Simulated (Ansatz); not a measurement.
**Cl4Zr···NH2 (doublet): density, localisation and related maps**

The calculation's input:

```
crystal:
  periodic: [false, false, false]
  atoms:
    - { symbol: Zr, position_ang: [0.006153, -0.003677, -0.058096] }
    - { symbol: Cl, position_ang: [0.058181, -0.036534, 2.4117] }
    - { symbol: Cl, position_ang: [2.176394, 0.011341, -0.906313] }
    - { symbol: Cl, position_ang: [-1.107333, 1.902731, -0.805598] }
    - { symbol: Cl, position_ang: [-1.111345, -1.885192, -0.859778] }
    - { symbol: "N", position_ang: [0.371211, -0.238036, 5.320429] }
    - { symbol: H, position_ang: [-0.62761, -0.550326, 5.306631] }
    - { symbol: H, position_ang: [0.236949, 0.799693, 5.303425] }
magnetization:
  spin_polarized: true
  initial_magnetization: 1
basis:
  gaussian: { orbitals: def2-SVP }
hamiltonian:
  xc: pbe
relax:
  f_tol: 0.03
  max_steps: 50
output:
  orbitals: {}
```

Launched as:

```sh
ansatz run input.yaml --threads 4 --pin off --max-ram 5120MiB --backend cpu --events-out ev --progress --plain --runs-dir out
```

The fields are those of the relaxed geometry.

Core potentials replace the inner electrons of Zr.

Computed with UKS PBE/def2-SVP (Ansatz 0.2.0).

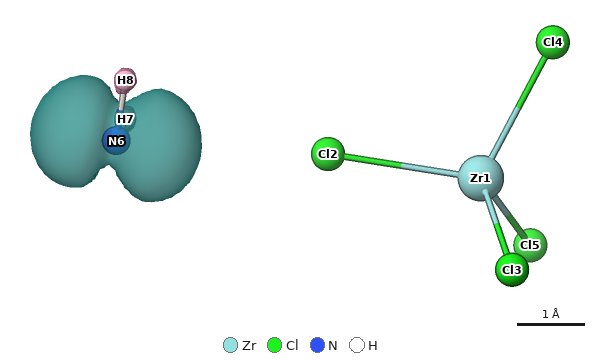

Figure 1. Isosurfaces of the spin density (α minus β) at +0.04 (teal) and −0.04 e/Å³ (pink), seen at an oblique angle.

Q: Where is the unpaired spin?

A: The unpaired spin (1 electron) lies mostly on N6 (about 0.9), in electrons by Hirshfeld's partition.

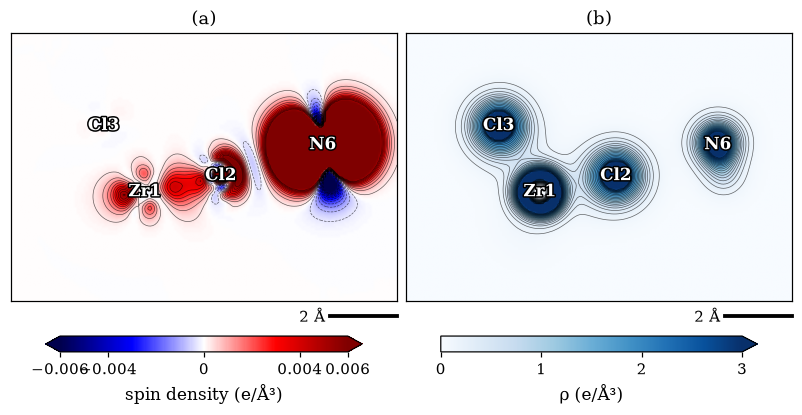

Figure 2. (a) spin density; (b) electron density on the plane of atoms Cl2, Zr1 and Cl3.

Q: What does the map show?

A: Atoms in the plane: Zr, Cl and N.
N6···Cl2 (3.20 Å): the density falls to about 0.05 e/Å³ on the way: a weak contact between the two molecules.
Zr–Cl (2.34 Å): the density is about 0.6 e/Å³ at the midpoint.

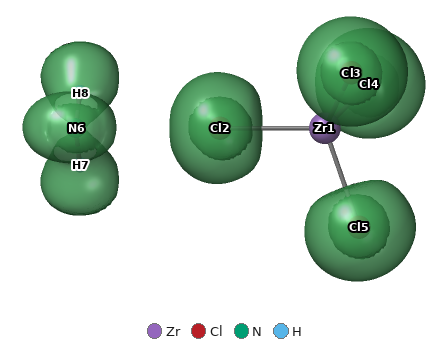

Figure 3. Isosurface of the electron localisation function at 0.75 (green), seen across its widest extent. Only the valence region is drawn (cores and ρ < 0.01 e/Å³ removed).

Q: Identify the bonds, lone pairs and shells in this picture.

A: The ELF exceeds this value in four regions wrapped around Cl (the valence shell of each) and one joined region spread over several atoms (H, N), in which their bonds and any lone pairs are merged.


N6···Cl2 (3.20 Å): the ELF dips to about 0 between them; a weak contact between the two molecules. Zr–Cl (2.34 Å): the ELF peaks at about 0.85 in the valence shell of Cl, 0.8 Å from its nucleus, and is about 0.35 at the midpoint.
